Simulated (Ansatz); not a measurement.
The starting structures come from a database of crystals and need not be the phases stable at ambient conditions.

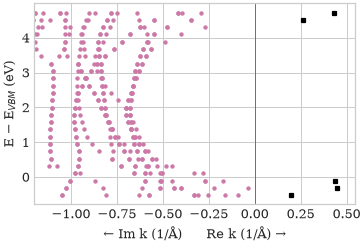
Figure. Complex bands at the centre of the two-dimensional zone; r2SCAN run with Ansatz (a first-principles code)

The gap is the functional's own, uncorrected, and κ follows it; spin-orbit coupling is left out. Mid-gap values are interpolated between the computed energies.

**Question.** This is KReO₄ (I4_1/a, not sure to be the ambient phase, 12 atoms a cell, 16.9 Å³ an atom, -2 GPa at this level) along the normal of (101). Read off the slowest decay at the centre of the two-dimensional zone at 2.21 eV, the computed energy nearest the middle of the gap.

**Answer.** κ ≈ 0.67 1/Å, a decay length 1/(2κ) of the density of 0.74 Å.
